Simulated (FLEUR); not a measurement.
# Collinear magnetic orders of Mn3Sn with FLEUR

Aim: find out whether Mn3Sn carries moments, and which collinear order costs least.

Method: PBE; all-electron FLAPW, Dirac cores, scalar-relativistic bands, in FLEUR MaX-R8.1.

**Measured values to reproduce.**

For Mn3Sn, hexagonal kagome, inverse triangular antiferromagnet (bulk crystal), “Flat band-engineered spin-density wave and the emergent multi-k magnetic state in the topological kagome metal Mn3Sn” (2023, arxiv:2306.04312) quotes earlier work: moment (ordered moment per Mn, earlier study) 3 ± 0.01 μB [literature value from an earlier study, temperature not stated; this work finds about …].

Report form: the programs' logs are mostly left out.

## (1) Set-up

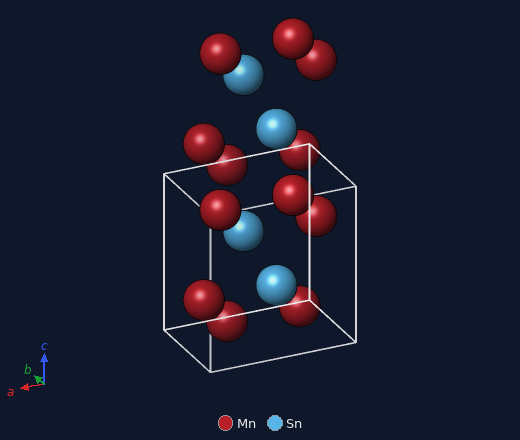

The cell as given, from a free direction (manganese red, tin blue). 1×1×2 cells are drawn.

Coordinates:

```cif
data_structure
_symmetry_space_group_name_H-M 'P6_3/mmc'
_symmetry_Int_Tables_number 194
_cell_length_a 5.6700
_cell_length_b 5.6700
_cell_length_c 4.5300
_cell_angle_alpha 90.000
_cell_angle_beta 90.000
_cell_angle_gamma 120.000
_cell_volume 126.12
loop_
_atom_site_label
_atom_site_type_symbol
_atom_site_symmetry_multiplicity
_atom_site_Wyckoff_symbol
_atom_site_fract_x
_atom_site_fract_y
_atom_site_fract_z
_atom_site_occupancy
Mn1 Mn 6 h 0.83300 0.66600 0.25000 1
Sn1 Sn 2 c 0.33333 0.66667 0.25000 1
```

## (2) Start 1: ferro ++++++

The parallel start comes first: it shows whether parallel moments hold.

inpgen writes inp.xml from crystal.txt; cutoffs, mixing, functional, smearing and local orbitals are then set in the file. The k list default-1 (kpts.xml, not shown) is a Γ-centred 8×8×8 mesh; where the ranks do not divide the number of points, some are split in two of half the weight.

Contents of inp.xml:

```
<?xml version="1.0" encoding="UTF-8" standalone="no"?>
<fleurInput fleurInputVersion="0.39">
   <comment>
      Mn3Sn
   </comment>
   <calculationSetup>
      <cutoffs Kmax="3.6" Gmax="10.8" GmaxXC="10.8" numbands="0"/>
      <scfLoop itmax="90" minDistance="0.00002" maxIterBroyd="15" imix="Anderson" alpha="0.05" precondParam="0.0" spinf="2.0" sdNocoIR="T"/>
      <coreElectrons ctail="T" frcor="F" kcrel="0" coretail_lmax="0"/>
      <xcFunctional name="pbe" relativisticCorrections="F"/>
      <magnetism jspins="2"/>
      <soc l_soc="F" theta="0.0" phi="0.0" spav="F"/>
      <expertModes spex="0" secvar="F"/>
      <geometryOptimization l_f="F" forcealpha="1.0" forcemix="BFGS" epsdisp="0.00001" epsforce="0.00001"/>
      <ldaU l_linMix="F" mixParam="0.05" spinf="1.0"/>
   </calculationSetup>
   <cell>
      <bzIntegration valenceElectrons="118.0" mode="hist" fermiSmearingEnergy="0.00367493">
         <kPointListSelection listName="default-1"/>
         <xi:include xmlns:xi="http://www.w3.org/2001/XInclude" href="kpts.xml"> </xi:include>
      </bzIntegration>
      <xi:include xmlns:xi="http://www.w3.org/2001/XInclude" href="sym.xml"> </xi:include>
      <bulkLattice scale="1.0">
         <bravaisMatrix>
            <row-1>   10.7147471265197929    -0.0000000000188973     0.0000000000000000</row-1>
            <row-2>   -5.3573735632598964     9.2792432067017412     0.0000000000000000</row-2>
            <row-3>    0.0000000000000000     0.0000000000000000     8.5604593444379997</row-3>
         </bravaisMatrix>
      </bulkLattice>
   </cell>
   <atomSpecies>
      <species name="Manganese 3.500" element="Mn" atomicNumber="25">
         <mtSphere radius="2.57" gridPoints="849" logIncrement="0.014"/>
         <atomicCutoffs lmax="10" lnonsphr="8"/>
         <electronConfig flipSpins="F">
            <coreConfig>(1s1/2) (2s1/2) (2p1/2) (2p3/2)</coreConfig>
            <valenceConfig>(3s1/2) (3p1/2) (3p3/2) (4s1/2) (3d3/2) (3d5/2)</valenceConfig>
            <stateOccupation state="(3d3/2)" spinUp="1.25" spinDown="0.75"/>
            <stateOccupation state="(3d5/2)" spinUp="3.0" spinDown="0.0"/>
         </electronConfig>
         <energyParameters s="4" p="4" d="3" f="4"/>
         <lo type="SCLO" l="0" n="3" eDeriv="0"/>
         <lo type="SCLO" l="1" n="3" eDeriv="0"/>
      </species>
      <species name="Tin (Sn)" element="Sn" atomicNumber="50">
         <mtSphere radius="2.57" gridPoints="849" logIncrement="0.015"/>
         <atomicCutoffs lmax="10" lnonsphr="8"/>
         <electronConfig flipSpins="F">
            <coreConfig>(1s1/2) (2s1/2) (2p1/2) (2p3/2) (3s1/2) (3p1/2) (3p3/2) (4s1/2) (3d3/2) (3d5/2) (4p1/2) (4p3/2)</coreConfig>
            <valenceConfig>(5s1/2) (4d3/2) (4d5/2) (5p1/2) (5p3/2)</valenceConfig>
            <stateOccupation state="(5p1/2)" spinUp="0.333333" spinDown="0.333333"/>
            <stateOccupation state="(5p3/2)" spinUp="0.666667" spinDown="0.666667"/>
         </electronConfig>
         <energyParameters s="5" p="5" d="5" f="4"/>
         <lo type="SCLO" l="2" n="4" eDeriv="0"/>
      </species>
   </atomSpecies>
   <atomGroups>
      <atomGroup species="Manganese 3.500">
         <relPos label="                   1">-.1670000000 -.3340000000 1.000/4.000</relPos>
         <relPos label="                   2">.1670000000 -.1670000000 -1.000/4.000</relPos>
         <relPos label="                   3">.3340000000 .1670000000 1.000/4.000</relPos>
         <relPos label="                   4">.1670000000 .3340000000 -1.000/4.000</relPos>
         <relPos label="                   5">-.1670000000 .1670000000 1.000/4.000</relPos>
         <relPos label="                   6">-.3340000000 -.1670000000 -1.000/4.000</relPos>
         <force calculate="T" relaxXYZ="TTT"/>
      </atomGroup>
      <atomGroup species="Tin (Sn)">
         <relPos label="                   7">1.000/3.000 -1.000/3.000 1.000/4.000</relPos>
         <relPos label="                   8">-1.000/3.000 1.000/3.000 -1.000/4.000</relPos>
         <force calculate="T" relaxXYZ="TTT"/>
      </atomGroup>
   </atomGroups>
   <output dos="F" band="F" slice="F">
      <bandDOS minEnergy="-.5*Htr" maxEnergy="0.5*Htr" sigma="0.015" storeEVData="T"/>
      <plotting iplot="0" polar="F">
         <plot TwoD="T" vec1="  1.0  0.0  0.0" vec2="  0.0  1.0  0.0" vec3="  0.0  0.0  1.0" zero="  0.0  0.0  0.0" file="plot"/>
      </plotting>
      <moessbauerParams electricFieldGradient="F" isomerShift="F" coreHyperfine="F" valenceHyperfine="F"/>
   </output>
</fleurInput>
```

Contents of crystal.txt:

```
Mn3Sn
&input film=F cartesian=F /
5.67000000002  -0.00000000001  0.00000000000
-2.83500000001  4.91036403948  0.00000000000
0.00000000000  0.00000000000  4.53000000000
1.8897261246
1.0 1.0 1.0

8
25 0.83300000000  0.66600000000  0.25000000000 : 3.500
25 0.16700000000  0.83300000000  0.75000000000 : 3.500
25 0.33400000000  0.16700000000  0.25000000000 : 3.500
25 0.16700000000  0.33400000000  0.75000000000 : 3.500
25 0.83300000000  0.16700000000  0.25000000000 : 3.500
25 0.66600000000  0.83300000000  0.75000000000 : 3.500
50 0.33333333333  0.66666666667  0.25000000000
50 0.66666666667  0.33333333333  0.75000000000

&kpt div1=8 div2=8 div3=8 gamma=T /
```

Command:

```sh
OMP_NUM_THREADS=1 inpgen -f crystal.txt > inpgen.log  # inp.xml is then edited as shown
OMP_NUM_THREADS=1 mpirun -n 8 fleur_MPI > fleur.log
```

Wall time 2.3 min (8 MPI ranks of Arm Neoverse V2, shared host); peak memory 0.71 GiB; 18 min of CPU time.

Spin moment in the muffin-tin sphere by atom:

```
atom  spin moment in the muffin-tin sphere (μB)
 Mn1                                       3.19
 Mn2                                       3.19
 Mn3                                       3.19
 Mn4                                       3.19
 Mn5                                       3.19
 Mn6                                       3.19
 Sn7                                      -0.15
 Sn8                                      -0.15
```

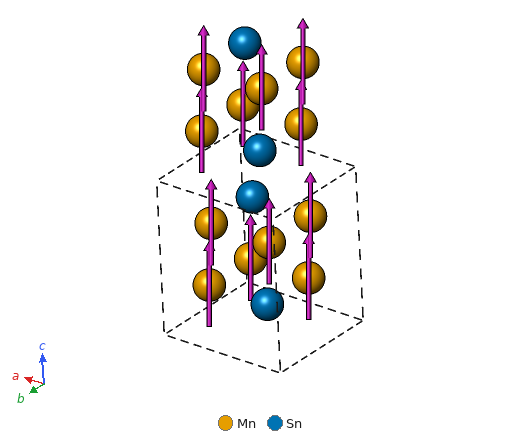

Spin moment in the muffin-tin sphere as arrows, the longest 3.19 μB. Up and down stand for the sign. Arrows give size and sign along the axis of quantisation, drawn up and down the page. 1×1×2 cells are drawn.

This step gave:

```
free energy                                                       : -525456.1942 eV
program's band gap on this mesh (in a metal only a level spacing) : 0.004531 eV
net moment                                                        : 18.84 μB
final state                                                       : ferromagnetic, with opposed induced moments
```

After 23 cycles the largest moment stands at 3.19 μB.

## (3) Start 2: antiferro +-+-+-

Another pattern of signs weighs the neighbour shells otherwise.

inp.xml, as its differences from that of step 2:

```diff
@@ -44,2 +44,15 @@
       </species>
+      <species name="Manganese -3.500" element="Mn" atomicNumber="25">
+         <mtSphere radius="2.57" gridPoints="849" logIncrement="0.014"/>
+         <atomicCutoffs lmax="10" lnonsphr="8"/>
+         <electronConfig flipSpins="F">
+            <coreConfig>(1s1/2) (2s1/2) (2p1/2) (2p3/2)</coreConfig>
+            <valenceConfig>(3s1/2) (3p1/2) (3p3/2) (4s1/2) (3d3/2) (3d5/2)</valenceConfig>
+            <stateOccupation state="(3d3/2)" spinUp="0.75" spinDown="1.25"/>
+            <stateOccupation state="(3d5/2)" spinUp="0.0" spinDown="3.0"/>
+         </electronConfig>
+         <energyParameters s="4" p="4" d="3" f="4"/>
+         <lo type="SCLO" l="0" n="3" eDeriv="0"/>
+         <lo type="SCLO" l="1" n="3" eDeriv="0"/>
+      </species>
       <species name="Tin (Sn)" element="Sn" atomicNumber="50">
@@ -60,6 +73,9 @@
          <relPos label="                   1">-.1670000000 -.3340000000 1.000/4.000</relPos>
+         <relPos label="                   3">.3340000000 .1670000000 1.000/4.000</relPos>
+         <relPos label="                   5">-.1670000000 .1670000000 1.000/4.000</relPos>
+         <force calculate="T" relaxXYZ="TTT"/>
+      </atomGroup>
+      <atomGroup species="Manganese -3.500">
          <relPos label="                   2">.1670000000 -.1670000000 -1.000/4.000</relPos>
-         <relPos label="                   3">.3340000000 .1670000000 1.000/4.000</relPos>
          <relPos label="                   4">.1670000000 .3340000000 -1.000/4.000</relPos>
-         <relPos label="                   5">-.1670000000 .1670000000 1.000/4.000</relPos>
          <relPos label="                   6">-.3340000000 -.1670000000 -1.000/4.000</relPos>
@@ -69,2 +85,5 @@
          <relPos label="                   7">1.000/3.000 -1.000/3.000 1.000/4.000</relPos>
+         <force calculate="T" relaxXYZ="TTT"/>
+      </atomGroup>
+      <atomGroup species="Tin (Sn)">
          <relPos label="                   8">-1.000/3.000 1.000/3.000 -1.000/4.000</relPos>
```

Contents of crystal.txt:

```
Mn3Sn
&input film=F cartesian=F /
5.67000000002  -0.00000000001  0.00000000000
-2.83500000001  4.91036403948  0.00000000000
0.00000000000  0.00000000000  4.53000000000
1.8897261246
1.0 1.0 1.0

8
25 0.83300000000  0.66600000000  0.25000000000 : 3.500
25 0.16700000000  0.83300000000  0.75000000000 : -3.500
25 0.33400000000  0.16700000000  0.25000000000 : 3.500
25 0.16700000000  0.33400000000  0.75000000000 : -3.500
25 0.83300000000  0.16700000000  0.25000000000 : 3.500
25 0.66600000000  0.83300000000  0.75000000000 : -3.500
50 0.33333333333  0.66666666667  0.25000000000
50 0.66666666667  0.33333333333  0.75000000000

&kpt div1=8 div2=8 div3=8 gamma=T /
```

The job ended after 5.2 min (8 MPI ranks; peak memory 0.96 GiB).

Spin moment in the muffin-tin sphere by atom:

```
atom  spin moment in the muffin-tin sphere (μB)
 Mn1                                       3.03
 Mn2                                      -3.03
 Mn3                                       3.03
 Mn4                                      -3.03
 Mn5                                       3.03
 Mn6                                      -3.03
 Sn7                                      -0.01
 Sn8                                       0.01
```

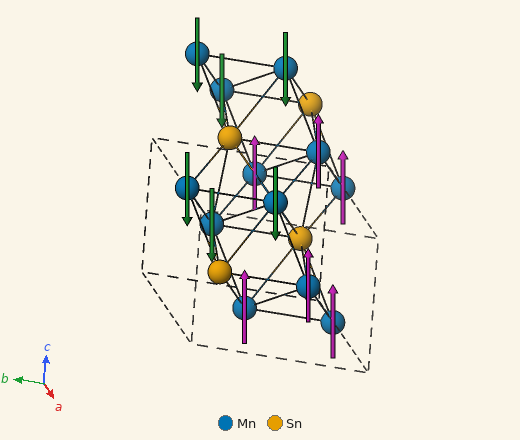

Spin moment in the muffin-tin sphere as arrows, the longest 3.03 μB. Up and down stand for the sign. Arrows give size and sign along the axis of quantisation, drawn up and down the page. The two directions have two colours. 1×1×2 cells are drawn.

Read from the output:

| Item | Value |
| --- | --- |
| free energy | -525456.3094 eV |
| program's band gap on this mesh (in a metal only a level spacing) | 0.001374 eV |
| net moment | 0 μB |
| final state | antiferromagnetic |

It lies 19.2 meV a seeded atom under the first start, and its largest moment is 3.03 μB against 3.19 μB.

## (4) Start 3: antiferro ++-+--

An opposed order shows whether neighbours prefer unlike signs.

inp.xml, as its differences from that of step 3:

```diff
@@ -24,4 +24,4 @@
          <bravaisMatrix>
-            <row-1>   10.7147471265197929    -0.0000000000188973     0.0000000000000000</row-1>
-            <row-2>   -5.3573735632598964     9.2792432067017412     0.0000000000000000</row-2>
+            <row-1>   10.7147471264819991     0.0000000000000000     0.0000000000000000</row-1>
+            <row-2>   -5.3573735632409996     9.2792432067395367     0.0000000000000000</row-2>
             <row-3>    0.0000000000000000     0.0000000000000000     8.5604593444379997</row-3>
@@ -73,3 +73,17 @@
          <relPos label="                   1">-.1670000000 -.3340000000 1.000/4.000</relPos>
+         <force calculate="T" relaxXYZ="TTT"/>
+      </atomGroup>
+      <atomGroup species="Manganese 3.500">
+         <relPos label="                   2">.1670000000 -.1670000000 -1.000/4.000</relPos>
+         <force calculate="T" relaxXYZ="TTT"/>
+      </atomGroup>
+      <atomGroup species="Manganese -3.500">
          <relPos label="                   3">.3340000000 .1670000000 1.000/4.000</relPos>
+         <force calculate="T" relaxXYZ="TTT"/>
+      </atomGroup>
+      <atomGroup species="Manganese 3.500">
+         <relPos label="                   4">.1670000000 .3340000000 -1.000/4.000</relPos>
+         <force calculate="T" relaxXYZ="TTT"/>
+      </atomGroup>
+      <atomGroup species="Manganese -3.500">
          <relPos label="                   5">-.1670000000 .1670000000 1.000/4.000</relPos>
@@ -78,4 +92,2 @@
       <atomGroup species="Manganese -3.500">
-         <relPos label="                   2">.1670000000 -.1670000000 -1.000/4.000</relPos>
-         <relPos label="                   4">.1670000000 .3340000000 -1.000/4.000</relPos>
          <relPos label="                   6">-.3340000000 -.1670000000 -1.000/4.000</relPos>
```

Contents of crystal.txt:

```
Mn3Sn
&input film=F cartesian=F /
5.67000000000  0.00000000000  0.00000000000
-2.83500000000  4.91036403950  0.00000000000
0.00000000000  0.00000000000  4.53000000000
1.8897261246
1.0 1.0 1.0

8
25 0.83300000000  0.66600000000  0.25000000000 : 3.500
25 0.16700000000  0.83300000000  0.75000000000 : 3.500
25 0.33400000000  0.16700000000  0.25000000000 : -3.500
25 0.16700000000  0.33400000000  0.75000000000 : 3.500
25 0.83300000000  0.16700000000  0.25000000000 : -3.500
25 0.66600000000  0.83300000000  0.75000000000 : -3.500
50 0.33333333330  0.66666666670  0.25000000000
50 0.66666666670  0.33333333330  0.75000000000

&kpt div1=8 div2=8 div3=8 gamma=T /
```

Run time: 27 min. Hardware: 8 MPI ranks; peak memory 2.1 GiB; 3.7 h of CPU time.

Spin moment in the muffin-tin sphere by atom:

```
atom  spin moment in the muffin-tin sphere (μB)
 Mn1                                       3.26
 Mn2                                       2.94
 Mn3                                      -3.15
 Mn4                                       3.15
 Mn5                                      -2.94
 Mn6                                      -3.26
 Sn7                                       0.00
 Sn8                                       0.00
```

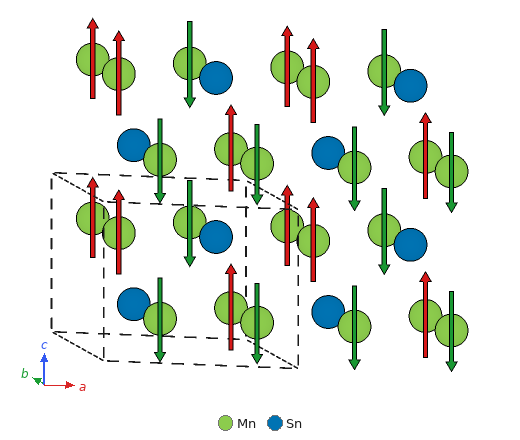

Spin moment in the muffin-tin sphere as arrows, the longest 3.26 μB. Up and down stand for the sign. Arrows give size and sign along the axis of quantisation, drawn up and down the page. The two directions have two colours. 2×1×2 cells are drawn.

This step gave:

```yaml
free_energy: -525456.4526 eV
program_s_band_gap_on_this_mesh_in_a_metal_only_a_level_spacing: 1.93e-4 eV
net_moment: 0 μB
final_state: antiferromagnetic
```

It lies 43.1 meV a seeded atom under the first start, and its largest moment is 3.26 μB against 3.19 μB.

## (5) Order 4, typed as antiferro +++---

inp.xml, as its differences from that of step 4:

```diff
@@ -24,4 +24,4 @@
          <bravaisMatrix>
-            <row-1>   10.7147471264819991     0.0000000000000000     0.0000000000000000</row-1>
-            <row-2>   -5.3573735632409996     9.2792432067395367     0.0000000000000000</row-2>
+            <row-1>   10.7147471265197929     0.0000000000000000     0.0000000000000000</row-1>
+            <row-2>   -5.3573735632409996     9.2792432067017412     0.0000000000000000</row-2>
             <row-3>    0.0000000000000000     0.0000000000000000     8.5604593444379997</row-3>
@@ -73,2 +73,3 @@
          <relPos label="                   1">-.1670000000 -.3340000000 1.000/4.000</relPos>
+         <relPos label="                   3">.3340000000 .1670000000 1.000/4.000</relPos>
          <force calculate="T" relaxXYZ="TTT"/>
@@ -80,7 +81,4 @@
       <atomGroup species="Manganese -3.500">
-         <relPos label="                   3">.3340000000 .1670000000 1.000/4.000</relPos>
-         <force calculate="T" relaxXYZ="TTT"/>
-      </atomGroup>
-      <atomGroup species="Manganese 3.500">
          <relPos label="                   4">.1670000000 .3340000000 -1.000/4.000</relPos>
+         <relPos label="                   6">-.3340000000 -.1670000000 -1.000/4.000</relPos>
          <force calculate="T" relaxXYZ="TTT"/>
@@ -89,6 +87,2 @@
          <relPos label="                   5">-.1670000000 .1670000000 1.000/4.000</relPos>
-         <force calculate="T" relaxXYZ="TTT"/>
-      </atomGroup>
-      <atomGroup species="Manganese -3.500">
-         <relPos label="                   6">-.3340000000 -.1670000000 -1.000/4.000</relPos>
          <force calculate="T" relaxXYZ="TTT"/>
```

Contents of crystal.txt:

```
Mn3Sn
&input film=F cartesian=F /
5.67000000002  0.00000000000  0.00000000000
-2.83500000000  4.91036403948  0.00000000000
0.00000000000  0.00000000000  4.53000000000
1.8897261246
1.0 1.0 1.0

8
25 0.83300000000  0.66600000000  0.25000000000 : 3.500
25 0.16700000000  0.83300000000  0.75000000000 : 3.500
25 0.33400000000  0.16700000000  0.25000000000 : 3.500
25 0.16700000000  0.33400000000  0.75000000000 : -3.500
25 0.83300000000  0.16700000000  0.25000000000 : -3.500
25 0.66600000000  0.83300000000  0.75000000000 : -3.500
50 0.33333333330  0.66666666670  0.25000000000
50 0.66666666670  0.33333333330  0.75000000000

&kpt div1=8 div2=8 div3=8 gamma=T /
```

Wall time 14 min (8 MPI ranks); peak memory 1.6 GiB.

Read from the output:

| Item | Value |
| --- | --- |
| free energy | -525455.9943 eV |
| program's band gap on this mesh (in a metal only a level spacing) | 4.06e-4 eV |
| net moment | 0 μB |
| final state | antiferromagnetic |
| largest moment | 3.175 μB |

It lies 33.3 meV a seeded atom over the first start, and its largest moment is 3.18 μB against 3.19 μB.

## (6) Ranking

Free energies are divided by the number of seeded atoms.

Orders:

```
           start                                  final state  typed order kept  energy over the lowest (meV a seeded atom)  largest sphere moment (μB)  net moment (μB a primitive cell)  mesh matched  CPU time (s)
    ferro ++++++  ferromagnetic, with opposed induced moments               yes                                       43.06                       3.188                             18.84           yes          1087
antiferro +-+-+-                            antiferromagnetic               yes                                       23.87                       3.026                                 0           yes          2494
antiferro ++-+--                            antiferromagnetic               yes                                           0                       3.263                                 0           yes         13149
antiferro +++---                            antiferromagnetic               yes                                       76.38                       3.175                                 0           yes          6526
```

[end of part 1 of 2]

[Logs and program files are shortened in this print: banners, set-up blocks, solver, clock and traceback lines can be left out without a mark of their own.]

[Logs are printed without paths, hosts, clocks, repeated set-up lines and the standing remarks that a program may print on its own settings, such as how far it seeks lower states.]

[Hosts, paths, dates, database ids (printed as entryN), source tags and the programs' standing remarks are cut or masked in the printed files.]

[Where a cell is said to come from a database of computed structures, the database is the Materials Project.]
